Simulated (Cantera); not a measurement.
A closed system holds: 1 mol TiO2, 2000 mol H2, 0.045 mol H2O, held at 1.00 bar.

These are equilibrium values from Cantera (NASA tables, ideal gas, pure condensed phases), not measurements of a reactor. Candidate condensed phases: H2O, Ti, TiO, TiO2, Ti2O3, Ti3O5, Ti4O7; 12 gas species. Mutual solubility and eutectic melting of coexisting phases are not modelled. Equilibrium is a limit: real reactors are often held back by kinetics, nucleation or transport.

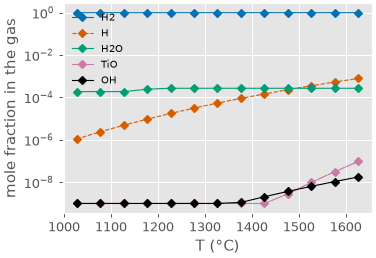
Figure: Equilibrium gas composition (values under 1e-9 drawn at 1e-9)

From 1027 °C to 1127 °C the condensed part is Ti3O5(s). At 1177 °C the condensed part is Ti2O3(s) + Ti3O5(s). From 1227 °C to 1627 °C the condensed part is Ti2O3(s).
